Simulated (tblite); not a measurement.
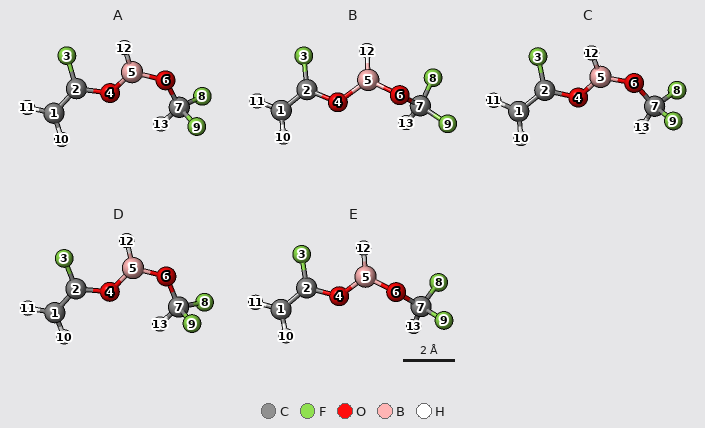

5 geometries from one relaxation of C3H4BF3O2, in shuffled order. A ball-and-stick model, seen face on.

Theory: tblite 0.8.0, GFN2-xTB geometry optimisation, gas phase. 

Order the frames from highest to lowest energy.

B, E, C, A, D. They are steps 0, 25, 38, 79, 100, at +31.2 kcal/mol, +9.38 kcal/mol, +3.13 kcal/mol, +0.45 kcal/mol relative to the last. The largest move after the best rigid fit is that of F8, 1.06 Å. By element the largest moves are F 1.06 Å, O 1.03 Å, H 0.92 Å, B 0.46 Å, C 0.37 Å. Near-neighbour distances that change, for instance: O4–B5 1.501 → 1.357 Å, B5–O6 1.471 → 1.355 Å, O6–C7 1.416 → 1.351 Å, C2–O4 1.399 → 1.336 Å. Among the angles between lasting bonds that change: B5–O6–C7 109.2° → 124.9°, F3–C2–O4 120.1° → 114.4°, C1–C2–O4 119.4° → 125.0°. Groups turn about B5–O6 by about 90°, O6–C7 by about 65°. After 100 geometry steps the energy has fallen by 31.2 kcal/mol.
